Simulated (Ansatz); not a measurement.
# C₂H₃F₃: geometry at several levels, part 2 of 2

Wanted for C₂H₃F₃: geometry at several levels.

Ansatz 0.2.0, Gaussian bases.

**7. Relaxation, PBE0-D4/def2-TZVPP**

The input, input.yaml:

```yaml
crystal:
  periodic: [false, false, false]
  atoms:
    - { symbol: C, position_ang: [1.53241509, -0.29292831, 0.0470433] }
    - { symbol: C, position_ang: [0.05190254, -0.00575705, -2.861e-05] }
    - { symbol: F, position_ang: [-0.57937111, -0.79079695, -0.90714129] }
    - { symbol: F, position_ang: [-0.19477684, 1.28289409, -0.34077526] }
    - { symbol: F, position_ang: [-0.53610301, -0.22509808, 1.201622] }
    - { symbol: H, position_ang: [1.69710148, -1.34894991, 0.32964243] }
    - { symbol: H, position_ang: [2.01413581, 0.36462715, 0.79387624] }
    - { symbol: H, position_ang: [1.97875605, -0.10610095, -0.9469388] }
basis:
  gaussian: { orbitals: def2-TZVPP }
hamiltonian:
  xc: pbe0
  dispersion: d4
relax:
  f_tol: 0.002
  max_steps: 150
```

Run with:

```sh
$ ansatz run input.yaml --threads 2 --pin off --max-ram 5120MiB --backend cpu --events-out ev --progress --plain --runs-dir out
```

Standard output (excerpt; [...] marks lines left out):

```text
Warning: RAYON_NUM_THREADS=2 ignored (pool sized by the plan → 2); use --threads N
[...]
Functional definition: PBE0
[...]
1005 factors; their error is unknown
[...]
mean field -10268.38050829 eV, -377.3560235213 hartree, gradient 5.8e-6 eV, S^2 0.000000; 0 other end points of the search recorded, 0 dependent functions left out
[...]
reference -10268.38052819 eV, -377.3560242527 hartree; 21, 21 occupied and 176, 176 virtual orbitals, 1005 factors
relax step   1: F+E_penalty+E_count = -10268.46788294 eV  Δ(F+E_penalty+E_count) = +0.000e0 eV  max|allowed force component| = 7.185e-1 eV/Å  Δτ_max = 0.0000 Å  (28 SCF iters, accepted)
[...]
relax step   5: F+E_penalty+E_count = -10268.50300671 eV  Δ(F+E_penalty+E_count) = -1.203e-5 eV  max|allowed force component| = 2.293e-3 eV/Å  Δτ_max = 0.0007 Å  (31 SCF iters, accepted)
[...]
reference -10268.41537512 eV, -377.3573048537 hartree; 21, 21 occupied and 176, 176 virtual orbitals, 1005 factors
Total energy: -10268.50302665 eV, -377.3605259879 hartree
Atom 0 at     1.530536    -0.292505     0.047123 Å, force     0.000400    -0.000072     0.000021 eV/Å
Atom 1 at     0.061810    -0.007687     0.000410 Å, force    -0.000450     0.000100     0.000006 eV/Å
Atom 2 at    -0.566970    -0.782643    -0.895432 Å, force     0.000034    -0.000064     0.000079 eV/Å
Atom 3 at    -0.187403     1.266061    -0.337105 Å, force     0.000033    -0.000054    -0.000071 eV/Å
Atom 4 at    -0.524543    -0.222489     1.187216 Å, force     0.000049     0.000087    -0.000017 eV/Å
Atom 5 at     1.686538    -1.333281     0.324507 Å, force    -0.000025    -0.000043    -0.000104 eV/Å
Atom 6 at     1.999598     0.356700     0.784013 Å, force    -0.000034    -0.000060     0.000082 eV/Å
Atom 7 at     1.964495    -0.106267    -0.933432 Å, force    -0.000006     0.000107     0.000004 eV/Å
Dipole moment:     0.465133    -0.090202     0.014790 e Å
```

Wall time 30 s (2 threads of Arm Neoverse V2, shared host); peak memory 0.4 GiB.

Relaxation path:

```csv
step,energy from step 1 (eV),largest force component (eV/Å)
1,0.0000,0.7185
2,-0.0313,0.2735
3,-0.0316,0.4712
4,-0.0351,0.0121
5,-0.0351,0.0023
6,-0.0351,0.0004
```

Step 1 is the start.

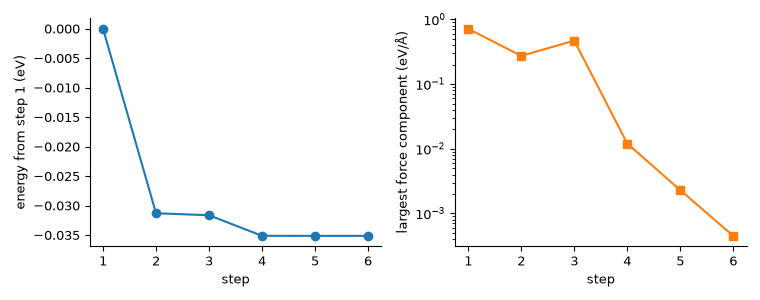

Energy and largest force along the relaxation.

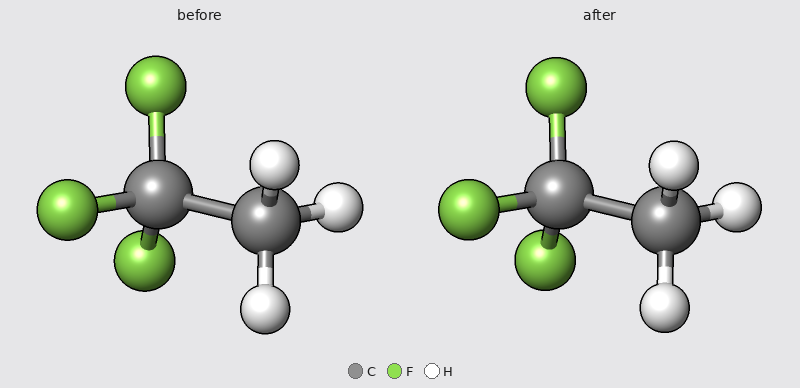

Before and after, at one scale. The change is too small to see at this scale.

Before: Bond lengths: C1–C2 1.509 Å, C2–F3 1.356 Å, C2–F4 1.356 Å, C2–F5 1.356 Å, C1–H6 1.106 Å, C1–H7 1.106 Å, C1–H8 1.105 Å. Angles: C1–C2–F3 111.6°, C1–C2–F4 111.6°, C1–C2–F5 111.5°, F3–C2–F4 107.3°, F3–C2–F5 107.3°, F4–C2–F5 107.3°, C2–C1–H6 109.6°, C2–C1–H7 109.6°, C2–C1–H8 109.6°, H6–C1–H7 109.3°, H6–C1–H8 109.3°, H7–C1–H8 109.3°.

After: Bond lengths: C1–C2 1.497 Å, C2–F3 1.341 Å, C2–F4 1.341 Å, C2–F5 1.341 Å, C1–H6 1.088 Å, C1–H7 1.088 Å, C1–H8 1.088 Å. Angles: C1–C2–F3 111.8°, C1–C2–F4 111.8°, C1–C2–F5 111.8°, F3–C2–F4 107.1°, F3–C2–F5 107.1°, F4–C2–F5 107.1°, C2–C1–H6 109.3°, C2–C1–H7 109.3°, C2–C1–H8 109.3°, H6–C1–H7 109.6°, H6–C1–H8 109.6°, H7–C1–H8 109.6°.

**8. Relaxation, MP2/def2-TZVPP**

The input, input.yaml:

```yaml
crystal:
  periodic: [false, false, false]
  atoms:
    - { symbol: C, position_ang: [1.53053624, -0.29250454, 0.04712339] }
    - { symbol: C, position_ang: [0.06180996, -0.00768706, 0.00040954] }
    - { symbol: F, position_ang: [-0.56697014, -0.7826427, -0.89543202] }
    - { symbol: F, position_ang: [-0.18740324, 1.26606114, -0.33710517] }
    - { symbol: F, position_ang: [-0.52454341, -0.2224892, 1.18721569] }
    - { symbol: H, position_ang: [1.68653779, -1.33328063, 0.32450713] }
    - { symbol: H, position_ang: [1.99959799, 0.35669998, 0.78401326] }
    - { symbol: H, position_ang: [1.96449482, -0.10626698, -0.93343179] }
basis:
  gaussian: { orbitals: def2-TZVPP }
correlation:
  method: mp2
relax:
  f_tol: 0.002
  max_steps: 40
```

Run with:

```sh
$ ansatz run input.yaml --threads 2 --pin off --max-ram 5120MiB --backend cpu --events-out ev --progress --plain --runs-dir out
```

Standard output (excerpt; [...] marks lines left out):

```text
Warning: RAYON_NUM_THREADS=2 ignored (pool sized by the plan → 2); use --threads N
[...]
[... 1 set-up line as earlier in the session ...]
[...]
1363 factors; integrals over basis functions are off by at most 2.7e-4 eV
[...]
mean field -10231.13436571 eV, -375.9872530279 hartree, gradient 1.4e-6 eV, S^2 0.000000; 0 other end points of the search recorded, 0 dependent functions left out
5 core orbitals not correlated: weight in the atoms' cores, before any rotation towards them, 1.000 or more for the frozen orbitals, at most 0.000 for the correlated occupied ones
reference -10231.13436571 eV, -375.9872530279 hartree; 16, 16 occupied and 176, 176 virtual orbitals, 1363 factors
second order -29.34372242 eV of doubles, -0.00000000 eV of singles
[...]
relax step   1: F+E_penalty+E_count = -10260.47808813 eV  Δ(F+E_penalty+E_count) = +0.000e0 eV  max|allowed force component| = 1.571e-1 eV/Å  Δτ_max = 0.0000 Å  (49 SCF iters, accepted)
[...]
second order -29.35124978 eV of doubles, -0.00000000 eV of singles
[...]
Total energy: -10260.47929683 eV, -377.0656593557 hartree
Atom 0 at     1.532082    -0.292797     0.047180 Å, force    -0.000808     0.000161    -0.000021 eV/Å
Atom 1 at     0.063930    -0.008092     0.000483 Å, force     0.001046    -0.000196     0.000042 eV/Å
Atom 2 at    -0.565234    -0.784830    -0.896993 Å, force    -0.000096     0.000013     0.000062 eV/Å
Atom 3 at    -0.184943     1.267940    -0.337801 Å, force    -0.000110    -0.000044    -0.000036 eV/Å
Atom 4 at    -0.522718    -0.223354     1.189660 Å, force    -0.000086     0.000082    -0.000042 eV/Å
Atom 5 at     1.683697    -1.330699     0.323689 Å, force     0.000003    -0.000081    -0.000044 eV/Å
Atom 6 at     1.996134     0.355732     0.782539 Å, force     0.000018    -0.000004     0.000086 eV/Å
Atom 7 at     1.961112    -0.106010    -0.931457 Å, force     0.000032     0.000068    -0.000047 eV/Å
Dipole moment:     0.466155    -0.090397     0.014826 e Å
Checks for a lower state left out: cluster_reference
```

Run time: 55 s. Hardware: 2 threads of Arm Neoverse V2, shared host; peak memory 0.61 GiB.

The steps of the relaxation:

```csv
step,energy from step 1 (eV),largest force component (eV/Å)
1,0.0000,0.1571
2,-0.0011,0.0545
3,-0.0012,0.0039
4,-0.0012,0.0010
```

Step 1 is the start.

Before: Bond lengths: C1–C2 1.497 Å, C2–F3 1.341 Å, C2–F4 1.341 Å, C2–F5 1.341 Å, C1–H6 1.088 Å, C1–H7 1.088 Å, C1–H8 1.088 Å. Angles: C1–C2–F3 111.8°, C1–C2–F4 111.8°, C1–C2–F5 111.8°, F3–C2–F4 107.1°, F3–C2–F5 107.1°, F4–C2–F5 107.1°, C2–C1–H6 109.3°, C2–C1–H7 109.3°, C2–C1–H8 109.3°, H6–C1–H7 109.6°, H6–C1–H8 109.6°, H7–C1–H8 109.6°.

After: Bond lengths: C1–C2 1.496 Å, C2–F3 1.343 Å, C2–F4 1.343 Å, C2–F5 1.343 Å, C1–H6 1.085 Å, C1–H7 1.085 Å, C1–H8 1.085 Å. Angles: C1–C2–F3 111.7°, C1–C2–F4 111.7°, C1–C2–F5 111.7°, F3–C2–F4 107.1°, F3–C2–F5 107.1°, F4–C2–F5 107.1°, C2–C1–H6 109.1°, C2–C1–H7 109.1°, C2–C1–H8 109.1°, H6–C1–H7 109.8°, H6–C1–H8 109.8°, H7–C1–H8 109.8°.

**9. The levels compared**

```tsv
level	C1–C2 (Å)	C2–F3 (Å)	C2–F4 (Å)	rotational constants (MHz)	dipole (D)	CPU time
HF/STO-3G	1.5620	1.3740	1.3740	5227.6, 4919.6, 4919.6	1.56	3 s
HF/6-31G*	1.4995	1.3249	1.3249	5641.2, 5285.5, 5285.5	2.26	7.6 s
LDA/def2-SVP	1.4905	1.3370	1.3370	5526.7, 5245.1, 5245.1	2.05	9.8 s
PBE-D4/def2-SVP	1.5082	1.3557	1.3557	5383, 5114.6, 5114.6	2.05	8.2 s
PBE0-D4/def2-TZVPP	1.4968	1.3411	1.3411	5517.9, 5213.6, 5213.6	2.28	58 s
MP2/def2-TZVPP	1.4962	1.3434	1.3434	5497.9, 5209, 5209	2.28	1.8 min
```

Constants are for the commonest isotopes at the equilibrium geometry; times are CPU times of the relaxations.

**10. Summary of results**

The summary covers parts 1 to 2.

```
               quantity    value
C1–C2 at MP2/def2-TZVPP  1.496 Å
C2–F3 at MP2/def2-TZVPP  1.343 Å
C2–F4 at MP2/def2-TZVPP  1.343 Å
```

In words: The C–C distance spreads over 0.071 Å, from LDA/def2-SVP (shortest) to HF/STO-3G. Against the measured dipole moment of C2H3F3, 2.32 D (NIST CCCBDB Release 22 (SRD 101), experimental dipoles), the calculated 2.28 D is off by -1.6 %. That is MP2/def2-TZVPP.
